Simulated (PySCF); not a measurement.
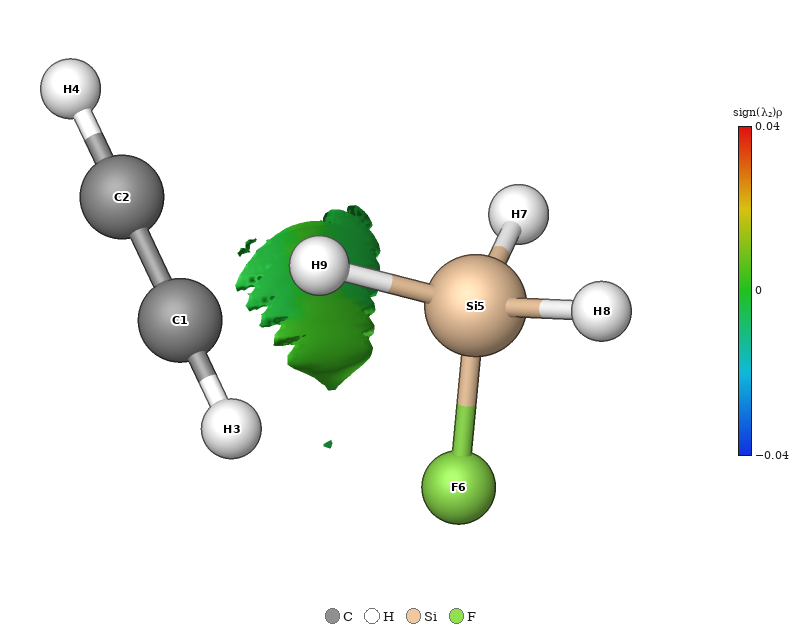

Figure. C₂H₅FSi, SMILES `C#C.[SiH3]F`. Non-covalent interaction surfaces between the fragments (reduced density gradient s = 0.5, coloured by sign(λ₂)ρ in a.u.; trimmed to the region between the fragments where ρ is under 0.06 a.u.). Fragment A: H2C2 (atoms 1–4); fragment B: SiH3F.

Level of theory: HF/def2-SVPD (PySCF), at a geometry from GFN2-xTB.

The calculation's input:

```python
import numpy as np
from pyscf import gto, scf, dft
from pyscf.scf import atom_ks, atom_hf
from scipy.linalg import block_diag
from pyscf.dispersion import dftd3

def solve(mol, dm0=None, hcore=None):
    mf = scf.UHF(mol) if mol.spin else scf.RHF(mol)
    mf = mf.density_fit(auxbasis='def2-universal-jkfit')
    mf.conv_tol, mf.max_cycle = 1e-8, 80
    if hcore is not None:
        mf.get_hcore = lambda *args: hcore
    mf.kernel(dm0)
    if not mf.converged:
        mf = mf.newton().run(mf.mo_coeff, mf.mo_occ, max_cycle=30)
    assert mf.converged, 'SCF not converged'
    return mf

mol = gto.M(atom='''
C     -2.11232    -0.50372     0.01965
C     -2.95157     0.34511    -0.01251
H     -1.37472    -1.25061     0.04710
H     -3.69205     1.08898    -0.04091
Si     1.38224     0.55650     0.00516
F      1.32270    -1.05115    -0.01718
H      0.62022     0.97629    -1.15890
H      2.79966     0.87317    -0.07842
H      0.77456     0.93325     1.27077
''', basis='def2-svpd', charge=0, spin=0, verbose=4)
mol_a = gto.M(atom='''
C     -2.11232    -0.50372     0.01965
C     -2.95157     0.34511    -0.01251
H     -1.37472    -1.25061     0.04710
H     -3.69205     1.08898    -0.04091
ghost-Si     1.38224     0.55650     0.00516
ghost-F      1.32270    -1.05115    -0.01718
ghost-H      0.62022     0.97629    -1.15890
ghost-H      2.79966     0.87317    -0.07842
ghost-H      0.77456     0.93325     1.27077
''', basis='def2-svpd', charge=0, spin=0, verbose=4)
mol_b = gto.M(atom='''
ghost-C     -2.11232    -0.50372     0.01965
ghost-C     -2.95157     0.34511    -0.01251
ghost-H     -1.37472    -1.25061     0.04710
ghost-H     -3.69205     1.08898    -0.04091
Si     1.38224     0.55650     0.00516
F      1.32270    -1.05115    -0.01718
H      0.62022     0.97629    -1.15890
H      2.79966     0.87317    -0.07842
H      0.77456     0.93325     1.27077
''', basis='def2-svpd', charge=0, spin=0, verbose=4)
ab, a, b = solve(mol), solve(mol_a), solve(mol_b)
e_int = ab.e_tot - a.e_tot - b.e_tot
print('counterpoise-corrected interaction energy / kcal/mol', e_int * 627.5095)
def disp(atoms, charge):
    m = gto.M(atom=atoms, charge=charge, basis='sto-3g', spin=None, unit='Bohr', verbose=0)
    return dftd3.DFTD3Dispersion(m, xc='hf', version='d3bj').get_dispersion()['energy']
e_disp = disp(mol._atom, mol.charge) - disp(mol._atom[:4], mol_a.charge) - disp(mol._atom[4:], mol_b.charge)
print('D3(BJ) part / kcal/mol', e_disp * 627.5095)
# spherically averaged free atoms, for the promolecule
atm = scf.atom_hf.get_atm_nrhf(mol)
pro = block_diag(*[(atm[a[0]][2] * atm[a[0]][3]) @ atm[a[0]][2].T for a in mol._atom])
np.savez('result.npz', e_int=e_int, e_disp=e_disp, dm_a=a.make_rdm1(), dm_b=b.make_rdm1(), c=ab.mo_coeff, occ=ab.mo_occ, eps=ab.mo_energy, pro=pro, d=[f.dip_moment(verbose=0) for f in (ab, a, b)])
```

Launched as:

```sh
OMP_NUM_THREADS=1 python input.py
```

The run took 3.4 s on 1 thread of Arm Neoverse V1, on a shared host, peak memory 0.23 GiB.

Partitions, critical points and surface values were worked out afterwards from this run's density.

Interpret the surfaces between the fragments.

Bond critical points between the fragments: H3···F6, weak C–H hydrogen bond, 2.71 Å, ρ = 0.004 a.u.; C1···H7, 3.32 Å, ρ = 0.003 a.u. All are weak and appear green, as weak hydrogen bonds do. Several contacts close a ring, whose ring point adds a part with positive λ₂ between them. The pose is a local one from a semi-empirical search, not shown to be the most stable.

How strongly are they bound?

The counterpoise-corrected interaction energy of the frozen fragments is −0.2 kcal/mol without dispersion correction and −2.2 kcal/mol with D3(BJ). The pair geometry is semi-empirical, not a minimum at this level.
